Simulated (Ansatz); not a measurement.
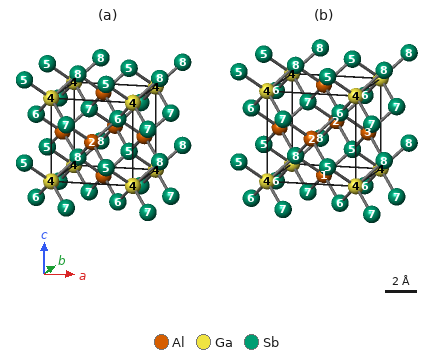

The structure of crystalline Al3GaSb4 (a generated structure, set up in P-43m) (coarse preliminary run) before (left) and after (right) a relaxation, at one scale.

Style: ball-and-stick. Shown: the cell of the calculation, slightly off an axis.

Method: DFT PBEsol, scalar-relativistic, plane waves, PAW (Ansatz 0.2.0). Set-up: plane-wave cutoff 420 eV; k-point mesh 4 × 4 × 4; occupations gaussian; smearing width 0.1 eV; no spin polarisation; cell and atoms relaxed; force threshold 0.05 eV/Å; at most 80 steps.

Describe what moved and what it gained.

Answer. After 3 accepted moves (4 points after the start) the energy has fallen by 401 meV per atom. Largest force component: 0.61 eV/Å at the start, 0.004 eV/Å at the end. Pressure: 23.81 GPa at the start and 0.47 GPa at the end. The SCF was repeated once at an unchanged geometry on a basis and grid sized afresh for the cell, which shifted the energy by 3.7 meV per atom at most. The largest moves relative to the cell, 0.068 Å, are those of Sb5, Sb6, Sb7 and Sb8. Sb5 goes along [1 1 −1]. Al and Ga stay in place. The volume changes by +27.8 %, with a = b = c 5.647 → 6.129 Å (+8.5 %). Among the contacts that change: Al1–Sb5 2.427 → 2.656 Å, Ga4–Sb5 2.502 → 2.647 Å. Among the angles between lasting bonds that change: Sb5–Al2–Sb7 106.9° → 109.7°. The space group stays P-43m (No. 215). The run took 6.5 s on 4 threads of Intel(R) Xeon(R) 6975P-C (Granite Rapids), on a shared host, peak memory 0.69 GiB.
